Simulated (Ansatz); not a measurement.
# H$_{8}$O$_{10}$Zn$_{6}$: what the fields show

Input

```
crystal:
  periodic: [false, false, false]
  atoms:
    - {symbol: Zn, position_ang: [0.830788, -0.425413, -1.613306]}
    - {symbol: Zn, position_ang: [-0.816714, 1.354790, 1.733227]}
    - {symbol: Zn, position_ang: [0.177347, -1.328805, 1.806118]}
    - {symbol: Zn, position_ang: [1.798717, 0.741193, 0.772608]}
    - {symbol: Zn, position_ang: [-1.428860, 1.168163, -1.016933]}
    - {symbol: Zn, position_ang: [-2.010731, -1.057738, 0.673814]}
    - {symbol: O, position_ang: [0.332451, -2.235632, -1.733856]}
    - {symbol: O, position_ang: [-0.259518, 1.001831, -2.573665]}
    - {symbol: O, position_ang: [-0.812101, -2.634292, 0.704929]}
    - {symbol: O, position_ang: [-0.041458, 0.165953, 0.118746]}
    - {symbol: O, position_ang: [2.576099, 0.421144, -0.992287]}
    - {symbol: O, position_ang: [2.030937, -0.799850, 2.049599]}
    - {symbol: O, position_ang: [-2.873142, -0.222167, -0.853813]}
    - {symbol: O, position_ang: [-1.772239, 2.496536, 0.392961]}
    - {symbol: O, position_ang: [-1.444001, -0.323984, 2.420365]}
    - {symbol: O, position_ang: [1.025821, 2.134667, 1.942860]}
    - {symbol: H, position_ang: [1.039454, -2.854311, -1.987511]}
    - {symbol: H, position_ang: [-0.689728, 0.711877, -3.398632]}
    - {symbol: H, position_ang: [-0.370475, -2.626682, -0.208867]}
    - {symbol: H, position_ang: [2.765001, 1.232840, -1.499083]}
    - {symbol: H, position_ang: [2.667421, -1.474949, 1.749983]}
    - {symbol: H, position_ang: [-2.827540, -0.844239, -1.605560]}
    - {symbol: H, position_ang: [-1.284686, 3.332594, 0.271500]}
    - {symbol: H, position_ang: [1.387127, 2.066465, 2.846794]}
basis:
  gaussian: {orbitals: def2-TZVP, fitting: {mean_field: def2-universal-jkfit}, initial_orbitals: start.molden}
hamiltonian: {xc: pbe0, dispersion: d4}
scf: {omitted_lower_state_checks: [starts]}
output: {orbitals: {seedname: orbitals}}
```

Run with:

```sh
ansatz run in.yaml --threads 2 --pin off --events-out ev --progress --plain --max-ram 32768MiB --backend cuda --devices 0, --max-vram 18GiB
```

Geometry: PBE-D4/def2-SVP.

Level of theory: RKS PBE0-D4/def2-TZVP in Ansatz 0.2.0.

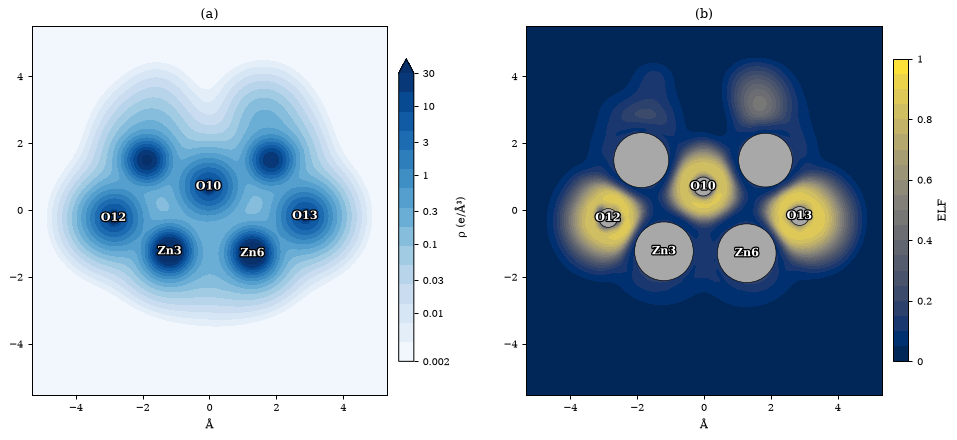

Figure 1. (a) electron density; (b) ELF on the plane of atoms O10, Zn3 and O12. Grey discs cover the atomic cores in the ELF map.

### Interpret the plot.

- The plane passes through Zn and O nuclei.
- Zn–O (1.94 Å): ρ is about 0.61 e/Å³ halfway; the ELF peaks at about 0.85 in the valence shell of O, 0.6 Å from its nucleus, and is about 0.15 at the midpoint.
- The ELF also peaks beside O13, away from the bonds: lone-pair regions.

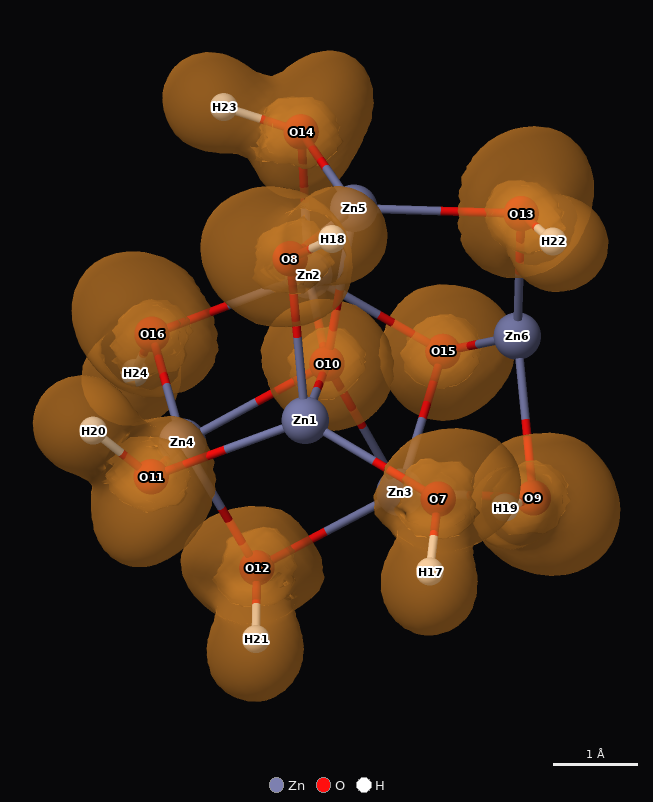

Figure 2. Isosurface of the ELF at 0.75 (orange), seen at an oblique angle. Only the valence region is drawn (cores and ρ < 0.01 e/Å³ removed).

### Where are the electrons localised?

The surface consists of two regions wrapped around O (the valence shell of each) and eight joined regions spread over several atoms (H, O), in which their bonds and any lone pairs are merged. Along the contacts the grid gives the following. Zn–O (1.88 Å): the ELF peaks at about 0.85 in the valence shell of O, 0.6 Å from its nucleus, and is about 0.20 at the midpoint. O–H (0.97 Å): the ELF climbs to about 1 towards the hydrogen, as it does in any bond to H; an ordinary covalent bond to hydrogen.

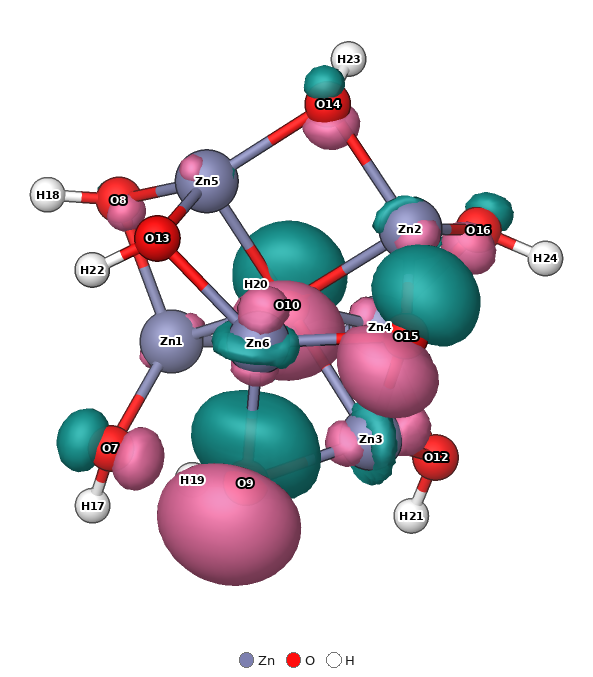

Figure 3. The HOMO−1 at ±0.1 Å⁻³ᐟ² (teal and pink are the two phases), seen at a tilt.

### Where does this orbital lie, and at what energy?

Its weight (Hirshfeld) is mainly on O9 (about 40 %), O10 (about 15 %), O15 (about 15 %) and Zn3 (about 5 %); largely a combination of lone pairs on O9, O10 and O15. Its energy is −7.48 eV.
